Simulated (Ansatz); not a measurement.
# Fields on a plane of TiO2 (anatase)

```
TiO2
1.0
   -1.89940     1.89940     4.85040
    1.89940    -1.89940     4.85040
    1.89940     1.89940    -4.85040
Ti O
2 4
Direct
  0.50000   0.50000   0.00000
  0.25000   0.75000   0.50000
  0.29355   0.29355   0.00000
  0.04355   0.54355   0.50000
  0.45645   0.95645   0.50000
  0.70645   0.70645   0.00000
```

The slice is a (001) plane (indices of the conventional cell) through the point (0.043, 0.543, 0.500) (fractional), spanned by u = [101] and v = [011] in vectors of this cell: u (3.80 Å) and v (3.80 Å, at 90° to u). It covers one period; positions are fractions (u, v).

Atoms on it: O at (0.00, 0.00). Other atoms lie within 1 Å of the plane.

Method: PBE (plane waves to 420 eV, PAW, scalar-relativistic; Ansatz, a quantum-chemistry and plane-wave program). k mesh 12×12×12. Near the nuclei the fields are pseudised (PAW); where an atom keeps semicore shells as valence, they peak there. TiO2 is run without spin polarisation. TiO2 was relaxed with its symmetry unable to fall.

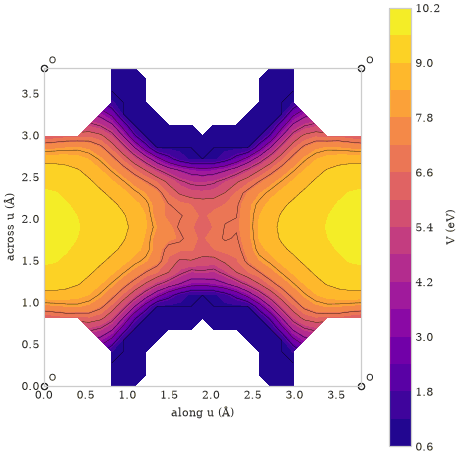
Figure. Electrostatic potential energy of an electron, from the cell's mean, in eV, one period of the plane, atoms marked. Points within 0.8 Å of a nucleus are left white, as the pseudised field means little there. Values under 1 eV are set to 1. The zero, the cell's mean, hangs on the PAW cores.

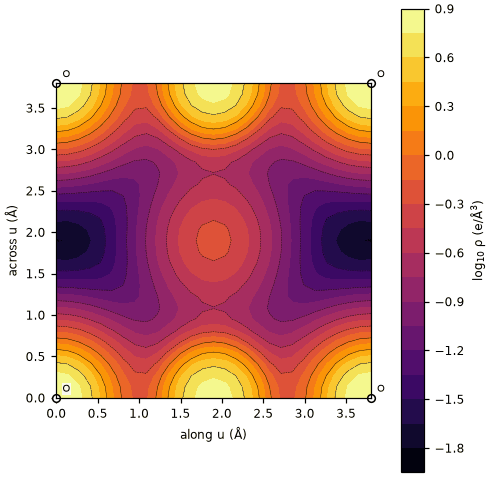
Log₁₀ of the valence density in e/Å³, one period of the plane, atoms marked. The scale is logarithmic, as a density can span decades between atoms and voids.
